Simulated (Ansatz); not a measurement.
# Run report: CH$_{10}$AsNSi, phonon calculation

CH$_{10}$AsNSi, computed with RHF/def2-SVP (Ansatz 0.2.0).

It belongs to a series of runs on one base structure; here: vibrations at the highest image of the band.

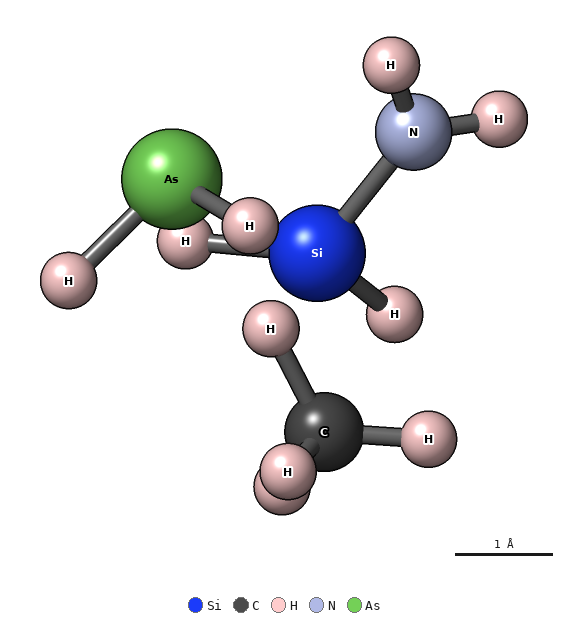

The structure (ball-and-stick view, seen at a tilt).

Input:
```yaml
crystal:
  periodic: [false, false, false]
  atoms:
    - { symbol: Si, position_ang: [-0.235289, -0.477184, -0.993794] }
    - { symbol: C, position_ang: [0.499438, -1.165611, 0.906644] }
    - { symbol: H, position_ang: [0.381705, -1.678192, -1.6199] }
    - { symbol: H, position_ang: [-1.681788, -0.685219, -0.967288] }
    - { symbol: "N", position_ang: [0.575322, 0.777336, -1.775004] }
    - { symbol: H, position_ang: [-0.13615, -0.062455, 0.720279] }
    - { symbol: As, position_ang: [-1.165936, 1.811148, 0.82078] }
    - { symbol: H, position_ang: [1.54162, -1.232231, 0.599414] }
    - { symbol: H, position_ang: [-0.006729, -2.127516, 0.831486] }
    - { symbol: H, position_ang: [0.471821, -0.847964, 1.949794] }
    - { symbol: H, position_ang: [0.386465, 1.751644, -1.656456] }
    - { symbol: H, position_ang: [1.277602, 0.577896, -2.460464] }
    - { symbol: H, position_ang: [0.010362, 2.216872, 1.690773] }
    - { symbol: H, position_ang: [-1.918345, 1.141675, 1.953836] }
basis:
  gaussian: { orbitals: def2-SVP }
hamiltonian:
  xc: hf
phonons: {}
```

Hardware: 2 threads of Arm Neoverse V2, 24 GiB of memory available, shared host.

Command:
```bash
ansatz run input.yaml --threads 2 --pin off --max-ram 3072MiB --backend cpu --events-out ev --progress --plain --runs-dir out
```

Log:
```
Engine: ansatz 0.2.0, aarch64-unknown-linux-gnu
Functional definition: HF
  exchange = exact_x
  correlation = 0
1383 factors; integrals over basis functions are off by at most 5.9e-4 eV
mean field evaluation 1: about -71310.1940 eV, gradient 3.3e1 eV
mean field evaluation 2: about -71310.2401 eV, gradient 3.3e1 eV
mean field evaluation 4: about -71313.2574 eV, gradient 3.5e0 eV
mean field evaluation 8: about -71313.3065 eV, gradient 2.0e-1 eV
mean field -71313.30676076 eV, -2620.7156855623 hartree, gradient 1.0e-5 eV, S^2 0.000000; 0 other end points of the search recorded, 0 dependent functions left out
the calculation of the forces begins
reference -71313.30676076 eV, -2620.7156855623 hartree; 35, 35 occupied and 93, 93 virtual orbitals, 1383 factors
these checks for a lower state are left out or cut short: stability, starts, cluster_reference, orbital_swaps, neighbouring_geometries, increment
1383 factors; integrals over basis functions are off by at most 5.9e-4 eV
mean field evaluation 16: about -71313.3066 eV, gradient 1.9e-4 eV
mean field -71313.30659435 eV, -2620.7156794471 hartree, gradient 2.1e-6 eV, S^2 0.000000; 0 other end points of the search recorded, 0 dependent functions left out
[... from here on the field's lines of each further geometry are left out, up to the last ...]
the calculation of the forces begins
reference -71313.30670360 eV, -2620.7156834617 hartree; 35, 35 occupied and 93, 93 virtual orbitals, 1383 factors
these checks for a lower state are left out or cut short: stability, starts, cluster_reference, orbital_swaps, neighbouring_geometries, increment
1383 factors; integrals over basis functions are off by at most 5.9e-4 eV
mean field evaluation 512: about -71313.3067 eV, gradient 8.5e-2 eV
mean field -71313.30674637 eV, -2620.7156850338 hartree, gradient 2.8e-6 eV, S^2 0.000000; 0 other end points of the search recorded, 0 dependent functions left out
the calculation of the forces begins
reference -71313.30674637 eV, -2620.7156850338 hartree; 35, 35 occupied and 93, 93 virtual orbitals, 1383 factors
WARN: phonons: modes at or below zero, which the zero-point energy, F, S and C_V leave out: 1, the lowest at -1175.80 cm⁻¹. A minimum has none, and a first-order saddle one
Total energy: -71313.30676076 eV, -2620.7156855623 hartree
Atom 0 at    -0.235289    -0.477184    -0.993794 Å, force    -0.016793    -0.030230    -0.002582 eV/Å
Atom 1 at     0.499438    -1.165611     0.906644 Å, force     0.037240    -0.044332     0.023496 eV/Å
Atom 2 at     0.381705    -1.678192    -1.619900 Å, force    -0.009784     0.005803     0.005235 eV/Å
Atom 3 at    -1.681788    -0.685219    -0.967288 Å, force     0.001580     0.006328     0.005991 eV/Å
Atom 4 at     0.575322     0.777336    -1.775004 Å, force     0.034813     0.037973    -0.038519 eV/Å
Atom 5 at    -0.136150    -0.062455     0.720279 Å, force    -0.005006     0.031835    -0.003329 eV/Å
Atom 6 at    -1.165936     1.811148     0.820780 Å, force     0.008854    -0.000199     0.004365 eV/Å
Atom 7 at     1.541620    -1.232231     0.599414 Å, force    -0.004978     0.012546    -0.009273 eV/Å
Atom 8 at    -0.006729    -2.127516     0.831486 Å, force    -0.000304     0.006135     0.001497 eV/Å
Atom 9 at     0.471821    -0.847964     1.949794 Å, force    -0.008182     0.001455    -0.003647 eV/Å
Atom 10 at     0.386465     1.751644    -1.656456 Å, force    -0.014897     0.000257     0.012423 eV/Å
Atom 11 at     1.277602     0.577896    -2.460464 Å, force    -0.004222    -0.020586     0.004104 eV/Å
Atom 12 at     0.010362     2.216872     1.690773 Å, force    -0.005021    -0.009980     0.008823 eV/Å
Atom 13 at    -1.918345     1.141675     1.953836 Å, force    -0.013299     0.002995    -0.008583 eV/Å
Dipole moment:     0.642157    -0.794753    -0.355568 e Å
Vibrations: -1175.80 101.64 119.08 149.72 196.47 224.36 274.86 373.36 426.55 449.24 517.23 586.21 618.30 711.45 769.64 884.37 932.70 1004.17 1040.07 1082.96 1106.78 1345.73 1379.33 1492.81 1551.35 1670.25 1756.85 2277.20 2283.83 2292.29 2429.96 3190.44 3298.74 3324.44 3800.55 3915.95 cm⁻¹, zero-point energy 2.949513 eV
```

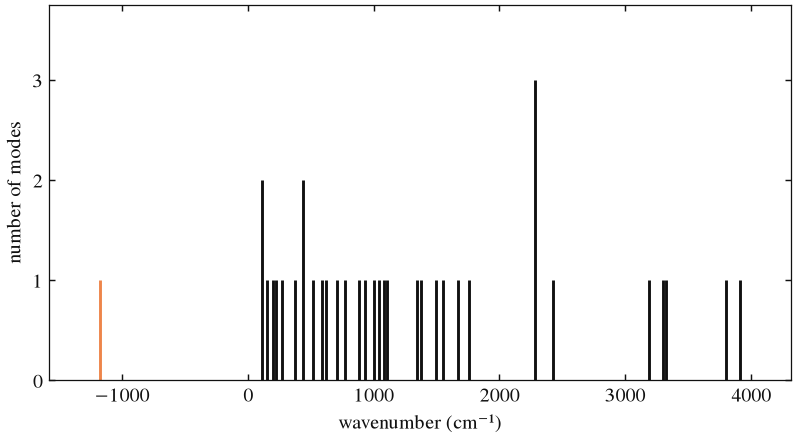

Harmonic vibrational wavenumbers from the force constants; neighbouring modes closer than 23 cm⁻¹ are counted in one stick, and imaginary ones are drawn at negative wavenumbers. 36 modes from 1176i to 3916 cm⁻¹, 1 imaginary beyond 8i (1176i cm⁻¹): a first-order saddle point, if the geometry is stationary.

Summary:

| quantity | value |
| --- | --- |
| outcome | converged |
| total energy | −71313.3068 eV |
| mean-field energy | −71313.3068 eV |
| largest force (length of the vector) | 0.064 eV/Å |
| wall time | 2.2 min (CPU time 4.2 min) |
| peak memory | 0.31 GiB |
